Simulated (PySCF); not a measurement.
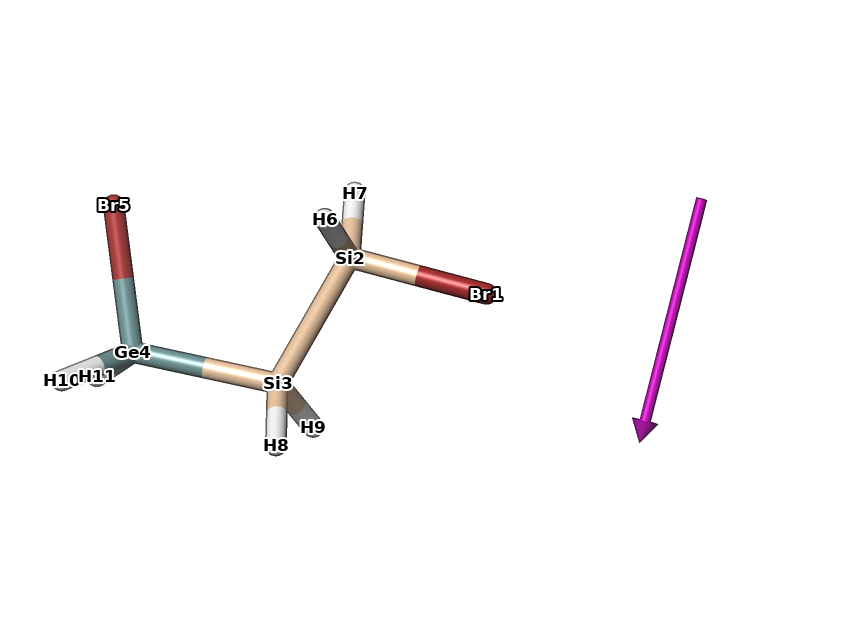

The arrow beside the molecule shows the direction of the dipole moment, from the negative to the positive end (its length means nothing). The computed structure is the end point of a GFN2-xTB optimisation. No frequency run is at hand to confirm it as a minimum. Method: B3LYP/def2-SVPD, gas phase (PySCF 2.14.0).

### Estimate the dipole moment.

1.83 D; it points from the side of H7 to the side of H8, H10 (the outermost atoms at the two ends).

The geometry is semi-empirical. Around Br, Ge, Si such bond lengths and angles can be off by a tenth of an ångström or more and by several degrees, and values that hang on the shape move with them.
